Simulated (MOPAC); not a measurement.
# Geometry relaxation of GeSiH₃Cl₃ (part 2 of 2)

The same run, continued: GeSiH₃Cl₃; AM1, closed shell (MOPAC 23.2.5). The atoms were displaced at random from an optimised geometry.

Trajectory as extended XYZ, continued:
```
8
Properties=species:S:1:pos:R:3:forces:R:3 step=10 energy=-4.54138
Cl   -1.2155   -2.1218    0.9738    0.0052   0.0037   0.0000
Si    0.2652   -1.0998    0.0278   -0.0006   0.0015  -0.0018
Cl    2.0169   -1.3372    1.0312   -0.0032  -0.0046  -0.0001
Cl    0.4637   -1.7855   -1.8753    0.0016  -0.0034   0.0001
Ge   -0.2799    1.1810   -0.0323    0.0006  -0.0025   0.0002
H    -0.4558    1.7560    1.3974    0.0003   0.0020  -0.0001
H     0.8327    2.0007   -0.7372   -0.0053   0.0019   0.0017
H    -1.6048    1.4239   -0.8016    0.0013   0.0013  -0.0001
8
Properties=species:S:1:pos:R:3:forces:R:3 step=11 energy=-4.54139
Cl   -1.2152   -2.1215    0.9739    0.0029   0.0024   0.0008
Si    0.2651   -1.0996    0.0277    0.0015   0.0001  -0.0026
Cl    2.0167   -1.3374    1.0312   -0.0028  -0.0041  -0.0003
Cl    0.4638   -1.7855   -1.8754    0.0014  -0.0029   0.0007
Ge   -0.2800    1.1808   -0.0323    0.0005  -0.0012   0.0008
H    -0.4558    1.7561    1.3973   -0.0001   0.0019   0.0004
H     0.8326    2.0007   -0.7367   -0.0042   0.0026   0.0007
H    -1.6048    1.4239   -0.8016    0.0007   0.0013  -0.0005
8
Properties=species:S:1:pos:R:3:forces:R:3 step=12 energy=-4.54139
Cl   -1.2144   -2.1207    0.9742   -0.0031  -0.0008   0.0023
Si    0.2650   -1.0991    0.0270    0.0061  -0.0033  -0.0019
Cl    2.0162   -1.3381    1.0313   -0.0011  -0.0025  -0.0012
Cl    0.4642   -1.7860   -1.8756    0.0009  -0.0016   0.0009
Ge   -0.2804    1.1807   -0.0321    0.0008   0.0015   0.0014
H    -0.4557    1.7565    1.3973   -0.0011   0.0009   0.0013
H     0.8320    2.0012   -0.7354   -0.0009   0.0044  -0.0019
H    -1.6047    1.4241   -0.8018   -0.0014   0.0013  -0.0011
8
Properties=species:S:1:pos:R:3:forces:R:3 step=13 energy=-4.54140
Cl   -1.2144   -2.1206    0.9740   -0.0029  -0.0006   0.0022
Si    0.2652   -1.0991    0.0269    0.0049  -0.0032  -0.0014
Cl    2.0162   -1.3381    1.0312   -0.0006  -0.0023  -0.0010
Cl    0.4642   -1.7864   -1.8756    0.0009  -0.0009   0.0009
Ge   -0.2804    1.1808   -0.0320    0.0009   0.0018   0.0007
H    -0.4559    1.7567    1.3975   -0.0008   0.0003   0.0008
H     0.8316    2.0017   -0.7356   -0.0008   0.0040  -0.0014
H    -1.6046    1.4244   -0.8017   -0.0016   0.0009  -0.0008
8
Properties=species:S:1:pos:R:3:forces:R:3 step=14 energy=-4.54141
Cl   -1.2147   -2.1205    0.9735    0.0002   0.0013   0.0010
Si    0.2658   -1.0993    0.0265   -0.0042   0.0012   0.0013
Cl    2.0163   -1.3382    1.0309    0.0032  -0.0029   0.0011
Cl    0.4644   -1.7880   -1.8754    0.0014   0.0004  -0.0006
Ge   -0.2805    1.1814   -0.0313    0.0018   0.0016  -0.0032
H    -0.4567    1.7580    1.3980    0.0005  -0.0021  -0.0009
H     0.8295    2.0042   -0.7362   -0.0008   0.0014   0.0011
H    -1.6045    1.4258   -0.8013   -0.0021  -0.0010   0.0002
8
Properties=species:S:1:pos:R:3:forces:R:3 step=15 energy=-4.54141
Cl   -1.2145   -2.1204    0.9738   -0.0005   0.0009   0.0008
Si    0.2657   -1.0992    0.0265   -0.0021  -0.0004   0.0012
Cl    2.0162   -1.3385    1.0310    0.0023  -0.0024   0.0002
Cl    0.4645   -1.7878   -1.8755    0.0011   0.0006   0.0002
Ge   -0.2806    1.1814   -0.0314    0.0019   0.0012  -0.0020
H    -0.4566    1.7578    1.3979    0.0000  -0.0016  -0.0006
H     0.8298    2.0039   -0.7359   -0.0005   0.0021   0.0003
H    -1.6046    1.4255   -0.8015   -0.0022  -0.0004  -0.0001
8
Properties=species:S:1:pos:R:3:forces:R:3 step=16 energy=-4.54141
Cl   -1.2143   -2.1203    0.9743   -0.0016   0.0006   0.0003
Si    0.2655   -1.0991    0.0265    0.0015  -0.0004   0.0005
Cl    2.0162   -1.3391    1.0311    0.0004  -0.0014  -0.0009
Cl    0.4647   -1.7874   -1.8757    0.0002   0.0005   0.0014
Ge   -0.2808    1.1815   -0.0317    0.0024  -0.0010  -0.0004
H    -0.4564    1.7573    1.3978   -0.0007  -0.0009  -0.0003
H     0.8300    2.0041   -0.7354   -0.0005   0.0025  -0.0006
H    -1.6049    1.4252   -0.8018   -0.0018   0.0001  -0.0001
8
Properties=species:S:1:pos:R:3:forces:R:3 step=17 energy=-4.54141
Cl   -1.2143   -2.1203    0.9744   -0.0016   0.0007   0.0001
Si    0.2655   -1.0991    0.0266    0.0022   0.0000   0.0003
Cl    2.0163   -1.3394    1.0310    0.0001  -0.0009  -0.0009
Cl    0.4649   -1.7874   -1.8756   -0.0002   0.0004   0.0015
Ge   -0.2809    1.1816   -0.0318    0.0023  -0.0009   0.0000
H    -0.4566    1.7573    1.3978   -0.0007  -0.0009  -0.0002
H     0.8296    2.0049   -0.7353   -0.0005   0.0019  -0.0007
H    -1.6050    1.4253   -0.8018   -0.0015  -0.0002   0.0000
8
Properties=species:S:1:pos:R:3:forces:R:3 step=18 energy=-4.54142
Cl   -1.2145   -2.1201    0.9745    0.0000   0.0021  -0.0004
Si    0.2657   -1.0991    0.0268    0.0014   0.0015  -0.0008
Cl    2.0167   -1.3406    1.0306   -0.0005   0.0003   0.0006
Cl    0.4654   -1.7877   -1.8752   -0.0011   0.0003   0.0000
Ge   -0.2811    1.1820   -0.0321    0.0014   0.0002   0.0002
H    -0.4573    1.7572    1.3977   -0.0003  -0.0013   0.0003
H     0.8277    2.0083   -0.7351   -0.0010  -0.0014  -0.0001
H    -1.6057    1.4260   -0.8015    0.0001  -0.0017   0.0003
8
Properties=species:S:1:pos:R:3:forces:R:3 step=19 energy=-4.54142
Cl   -1.2145   -2.1201    0.9744   -0.0004   0.0016  -0.0002
Si    0.2656   -1.0991    0.0267    0.0013   0.0005  -0.0003
Cl    2.0166   -1.3402    1.0307   -0.0001  -0.0001   0.0003
Cl    0.4652   -1.7876   -1.8753   -0.0007   0.0001   0.0000
Ge   -0.2810    1.1818   -0.0320    0.0014   0.0007   0.0001
H    -0.4571    1.7572    1.3977   -0.0004  -0.0011   0.0002
H     0.8283    2.0072   -0.7352   -0.0009  -0.0004  -0.0002
H    -1.6055    1.4257   -0.8016   -0.0003  -0.0012   0.0002
8
Properties=species:S:1:pos:R:3:forces:R:3 step=20 energy=-4.54142
Cl   -1.2145   -2.1201    0.9744   -0.0003   0.0017  -0.0002
Si    0.2657   -1.0991    0.0267    0.0010   0.0001   0.0000
Cl    2.0166   -1.3401    1.0307    0.0000  -0.0002   0.0002
Cl    0.4652   -1.7876   -1.8753   -0.0005   0.0001  -0.0001
Ge   -0.2810    1.1818   -0.0320    0.0014   0.0002   0.0000
H    -0.4571    1.7570    1.3978   -0.0004  -0.0009   0.0002
H     0.8284    2.0069   -0.7353   -0.0009  -0.0001  -0.0002
H    -1.6055    1.4255   -0.8015   -0.0004  -0.0010   0.0002
8
Properties=species:S:1:pos:R:3:forces:R:3 step=21 energy=-4.54142
Cl   -1.2145   -2.1195    0.9742   -0.0001   0.0013   0.0001
Si    0.2661   -1.0989    0.0266   -0.0003  -0.0016   0.0011
Cl    2.0166   -1.3401    1.0310    0.0003  -0.0003  -0.0003
Cl    0.4649   -1.7875   -1.8754    0.0005  -0.0001  -0.0008
Ge   -0.2810    1.1816   -0.0320    0.0008  -0.0006  -0.0004
H    -0.4573    1.7556    1.3982    0.0000   0.0004   0.0001
H     0.8280    2.0066   -0.7359   -0.0007   0.0011   0.0001
H    -1.6059    1.4240   -0.8012   -0.0004  -0.0001   0.0001
8
Properties=species:S:1:pos:R:3:forces:R:3 step=22 energy=-4.54142
Cl   -1.2145   -2.1192    0.9742   -0.0002   0.0010   0.0001
Si    0.2662   -1.0989    0.0266   -0.0006  -0.0011   0.0009
Cl    2.0167   -1.3404    1.0310    0.0004  -0.0001  -0.0004
Cl    0.4650   -1.7876   -1.8754    0.0006  -0.0001  -0.0006
Ge   -0.2811    1.1816   -0.0320    0.0005  -0.0006  -0.0002
H    -0.4575    1.7554    1.3983    0.0001   0.0004   0.0001
H     0.8274    2.0073   -0.7359   -0.0005   0.0007   0.0001
H    -1.6061    1.4238   -0.8010   -0.0003  -0.0002   0.0000
8
Properties=species:S:1:pos:R:3:forces:R:3 step=23 energy=-4.54142
Cl   -1.2146   -2.1184    0.9743   -0.0009  -0.0002   0.0003
Si    0.2665   -1.0990    0.0265    0.0000   0.0002  -0.0006
Cl    2.0169   -1.3411    1.0310    0.0004   0.0003  -0.0004
Cl    0.4653   -1.7877   -1.8754    0.0004  -0.0001   0.0001
Ge   -0.2812    1.1815   -0.0321   -0.0006   0.0008   0.0004
H    -0.4581    1.7548    1.3984    0.0004   0.0002   0.0001
H     0.8260    2.0092   -0.7357   -0.0001  -0.0005   0.0000
H    -1.6067    1.4234   -0.8006    0.0004  -0.0008   0.0000
8
Properties=species:S:1:pos:R:3:forces:R:3 step=24 energy=-4.54142
Cl   -1.2146   -2.1185    0.9743   -0.0005   0.0002   0.0002
Si    0.2665   -1.0989    0.0265   -0.0003  -0.0001  -0.0001
Cl    2.0168   -1.3409    1.0310    0.0004   0.0002  -0.0005
Cl    0.4652   -1.7876   -1.8754    0.0004   0.0000  -0.0001
Ge   -0.2812    1.1815   -0.0320   -0.0003   0.0001   0.0003
H    -0.4579    1.7548    1.3984    0.0003   0.0003   0.0001
H     0.8263    2.0087   -0.7358   -0.0001  -0.0001   0.0001
H    -1.6065    1.4234   -0.8007    0.0001  -0.0006   0.0000
8
Properties=species:S:1:pos:R:3:forces:R:3 step=25 energy=-4.54142
Cl   -1.2146   -2.1186    0.9743   -0.0004   0.0002   0.0001
Si    0.2664   -1.0990    0.0265   -0.0003   0.0000   0.0000
Cl    2.0168   -1.3409    1.0310    0.0004   0.0002  -0.0004
Cl    0.4652   -1.7876   -1.8754    0.0004   0.0000  -0.0001
Ge   -0.2812    1.1815   -0.0320   -0.0002  -0.0001   0.0002
H    -0.4579    1.7549    1.3984    0.0003   0.0003   0.0000
H     0.8264    2.0086   -0.7358   -0.0001   0.0000   0.0001
H    -1.6065    1.4234   -0.8007    0.0001  -0.0005   0.0000
8
Properties=species:S:1:pos:R:3:forces:R:3 step=26 energy=-4.54142
Cl   -1.2148   -2.1184    0.9743    0.0000   0.0001  -0.0001
Si    0.2664   -1.0990    0.0265   -0.0002   0.0001   0.0002
Cl    2.0169   -1.3408    1.0309    0.0002  -0.0001  -0.0002
Cl    0.4654   -1.7877   -1.8754    0.0001   0.0000   0.0001
Ge   -0.2812    1.1815   -0.0319    0.0001  -0.0007   0.0000
H    -0.4578    1.7549    1.3985    0.0002   0.0003  -0.0001
H     0.8264    2.0084   -0.7358   -0.0001   0.0003   0.0000
H    -1.6065    1.4230   -0.8007   -0.0003  -0.0001   0.0000
8
Properties=species:S:1:pos:R:3:forces:R:3 step=27 energy=-4.54142
Cl   -1.2148   -2.1183    0.9743    0.0001   0.0000   0.0000
Si    0.2664   -1.0990    0.0265    0.0000   0.0002   0.0001
Cl    2.0169   -1.3408    1.0308    0.0001  -0.0001   0.0000
Cl    0.4654   -1.7877   -1.8754   -0.0001   0.0000   0.0001
Ge   -0.2812    1.1815   -0.0319    0.0000  -0.0004  -0.0001
H    -0.4578    1.7549    1.3985    0.0002   0.0003  -0.0001
H     0.8263    2.0085   -0.7357   -0.0001   0.0001   0.0000
H    -1.6065    1.4229   -0.8007   -0.0003  -0.0001   0.0000
8
Properties=species:S:1:pos:R:3:forces:R:3 step=28 energy=-4.54142
Cl   -1.2149   -2.1183    0.9743    0.0001  -0.0001   0.0000
Si    0.2664   -1.0990    0.0265    0.0001   0.0000   0.0000
Cl    2.0169   -1.3408    1.0308    0.0001   0.0000   0.0000
Cl    0.4655   -1.7877   -1.8754   -0.0001   0.0000   0.0000
Ge   -0.2812    1.1815   -0.0319   -0.0001   0.0000   0.0000
H    -0.4578    1.7550    1.3985    0.0002   0.0002   0.0000
H     0.8262    2.0086   -0.7357    0.0000   0.0000   0.0000
H    -1.6065    1.4228   -0.8007   -0.0002  -0.0001   0.0000
8
Properties=species:S:1:pos:R:3:forces:R:3 step=29 energy=-4.54142
Cl   -1.2149   -2.1183    0.9743    0.0001  -0.0001   0.0000
Si    0.2664   -1.0990    0.0265    0.0002   0.0000   0.0000
Cl    2.0170   -1.3408    1.0308    0.0000   0.0000   0.0001
Cl    0.4655   -1.7877   -1.8754   -0.0001   0.0000   0.0000
Ge   -0.2812    1.1815   -0.0319   -0.0001   0.0001   0.0000
H    -0.4578    1.7550    1.3985    0.0002   0.0002   0.0000
H     0.8262    2.0087   -0.7357    0.0000   0.0000   0.0000
H    -1.6066    1.4228   -0.8006   -0.0002  -0.0001   0.0000
8
Properties=species:S:1:pos:R:3:forces:R:3 step=30 energy=-4.54142
Cl   -1.2149   -2.1182    0.9743    0.0002  -0.0001   0.0001
Si    0.2664   -1.0990    0.0265    0.0002  -0.0001   0.0000
Cl    2.0170   -1.3409    1.0308    0.0000   0.0000   0.0001
Cl    0.4655   -1.7878   -1.8754   -0.0001   0.0000   0.0000
Ge   -0.2812    1.1814   -0.0319   -0.0001   0.0002   0.0000
H    -0.4578    1.7550    1.3985    0.0002   0.0001   0.0000
H     0.8261    2.0088   -0.7357    0.0000  -0.0001  -0.0001
H    -1.6066    1.4226   -0.8006   -0.0002  -0.0001   0.0000
8
Properties=species:S:1:pos:R:3:forces:R:3 step=31 energy=-4.54142
Cl   -1.2149   -2.1182    0.9742    0.0002  -0.0001   0.0001
Si    0.2664   -1.0990    0.0265    0.0001  -0.0001   0.0000
Cl    2.0170   -1.3409    1.0308    0.0000   0.0000   0.0001
Cl    0.4655   -1.7877   -1.8754   -0.0001   0.0000   0.0000
Ge   -0.2812    1.1814   -0.0319    0.0000   0.0002   0.0000
H    -0.4578    1.7550    1.3984    0.0001   0.0001   0.0000
H     0.8261    2.0088   -0.7357   -0.0001  -0.0001  -0.0001
H    -1.6067    1.4226   -0.8006   -0.0002  -0.0001   0.0000
8
Properties=species:S:1:pos:R:3:forces:R:3 step=32 energy=-4.54142
Cl   -1.2149   -2.1182    0.9741    0.0003   0.0000   0.0003
Si    0.2666   -1.0990    0.0266   -0.0004   0.0000   0.0001
Cl    2.0171   -1.3410    1.0309   -0.0003   0.0000  -0.0002
Cl    0.4654   -1.7877   -1.8754    0.0003   0.0001  -0.0001
Ge   -0.2813    1.1815   -0.0319    0.0004   0.0000   0.0000
H    -0.4575    1.7556    1.3983    0.0000  -0.0001   0.0000
H     0.8261    2.0087   -0.7359   -0.0004  -0.0001  -0.0003
H    -1.6070    1.4221   -0.8003    0.0001   0.0001   0.0001
8
Properties=species:S:1:pos:R:3:forces:R:3 step=33 energy=-4.54142
Cl   -1.2149   -2.1182    0.9742    0.0002   0.0000   0.0001
Si    0.2665   -1.0990    0.0265   -0.0001   0.0000   0.0001
Cl    2.0170   -1.3409    1.0308   -0.0001   0.0000  -0.0001
Cl    0.4654   -1.7877   -1.8754    0.0001   0.0001   0.0000
Ge   -0.2812    1.1815   -0.0319    0.0002   0.0000   0.0000
H    -0.4576    1.7553    1.3983    0.0001   0.0000   0.0000
H     0.8261    2.0087   -0.7358   -0.0003  -0.0001  -0.0002
H    -1.6068    1.4224   -0.8004    0.0000   0.0000   0.0001
8
Properties=species:S:1:pos:R:3:forces:R:3 step=34 energy=-4.54142
Cl   -1.2149   -2.1182    0.9741    0.0002   0.0000   0.0003
Si    0.2665   -1.0990    0.0266   -0.0002   0.0000  -0.0001
Cl    2.0170   -1.3409    1.0309   -0.0001   0.0000  -0.0001
Cl    0.4654   -1.7877   -1.8754    0.0002   0.0001   0.0000
Ge   -0.2812    1.1815   -0.0319    0.0002   0.0000   0.0000
H    -0.4576    1.7554    1.3983    0.0001   0.0000   0.0000
H     0.8261    2.0087   -0.7359   -0.0003  -0.0001  -0.0002
H    -1.6069    1.4223   -0.8004    0.0000   0.0001   0.0001
8
Properties=species:S:1:pos:R:3:forces:R:3 step=35 energy=-4.54142
Cl   -1.2149   -2.1183    0.9742    0.0000   0.0000   0.0002
Si    0.2665   -1.0990    0.0266   -0.0001   0.0001  -0.0001
Cl    2.0170   -1.3409    1.0309    0.0000   0.0001  -0.0001
Cl    0.4654   -1.7877   -1.8754    0.0001   0.0001   0.0001
Ge   -0.2812    1.1815   -0.0319   -0.0001  -0.0001  -0.0001
H    -0.4576    1.7555    1.3983    0.0002  -0.0001   0.0000
H     0.8260    2.0087   -0.7361   -0.0002  -0.0001   0.0000
H    -1.6069    1.4223   -0.8003    0.0000   0.0000   0.0000
8
Properties=species:S:1:pos:R:3:forces:R:3 step=36 energy=-4.54142
Cl   -1.2149   -2.1183    0.9742    0.0000   0.0000   0.0001
Si    0.2665   -1.0990    0.0266    0.0000   0.0001   0.0000
Cl    2.0169   -1.3410    1.0309    0.0001   0.0001   0.0000
Cl    0.4655   -1.7876   -1.8754    0.0000   0.0000   0.0001
Ge   -0.2812    1.1815   -0.0319   -0.0003  -0.0001  -0.0001
H    -0.4575    1.7556    1.3982    0.0003  -0.0001   0.0000
H     0.8259    2.0086   -0.7363   -0.0002  -0.0001   0.0000
H    -1.6069    1.4222   -0.8002    0.0000   0.0001   0.0000
8
Properties=species:S:1:pos:R:3:forces:R:3 step=37 energy=-4.54142
Cl   -1.2149   -2.1184    0.9742   -0.0001   0.0000   0.0000
Si    0.2665   -1.0990    0.0266    0.0001   0.0000   0.0001
Cl    2.0169   -1.3410    1.0309    0.0002   0.0001   0.0000
Cl    0.4655   -1.7875   -1.8754    0.0000  -0.0001   0.0000
Ge   -0.2812    1.1815   -0.0319   -0.0004  -0.0001  -0.0001
H    -0.4574    1.7557    1.3982    0.0003  -0.0001   0.0000
H     0.8259    2.0086   -0.7365   -0.0002  -0.0001   0.0000
H    -1.6070    1.4221   -0.8001    0.0000   0.0001   0.0000
```

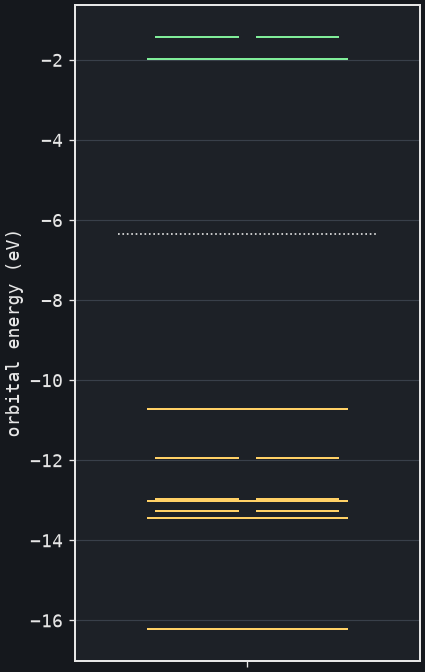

Fig. 1: Orbital energies near the frontier; the dotted line parts filled from empty levels, and levels within 0.02 eV of each other stand side by side. Highest filled −10.72 eV, lowest empty −1.97 eV, 8.75 eV apart.

This output came from the following input.

Input (job.mop):
```
AM1 BONDS GRADIENTS SINGLET CYCLES=300 EF DISP GNORM=0.01 THREADS=1 AUX(PRECISION=6)
Cl3GeH3Si, AM1

Cl    -1.201077    -2.138343     0.971068
Si     0.264632    -1.086979     0.022920
Cl     2.014981    -1.369147     1.024003
Cl     0.472703    -1.806744    -1.859358
Ge    -0.297659     1.229686    -0.033679
H     -0.447757     1.734606     1.401290
H      0.841002     1.978847    -0.738280
H     -1.595426     1.400002    -0.802705
```

Run as:
```bash
mopac job.mop
```

Key numbers:

- outcome: converged
- total energy: −48.956234 hartree
- dispersion energy: 0.000000 hartree
- heat of formation: −104.73 kcal/mol
- basis functions: 23
- largest force: 0.000 eV/Å
- HOMO: −10.72 eV
- LUMO: −1.98 eV
- dipole moment: 0.32 D
- hardware: 1 thread of Arm Neoverse V1, 24 GiB of memory available, shared host
- peak memory: 0.072 GiB

Notes on the run: HEAT OF FORMATION IS ESSENTIALLY STATIONARY. MOPAC's energies along a path are heats of formation.
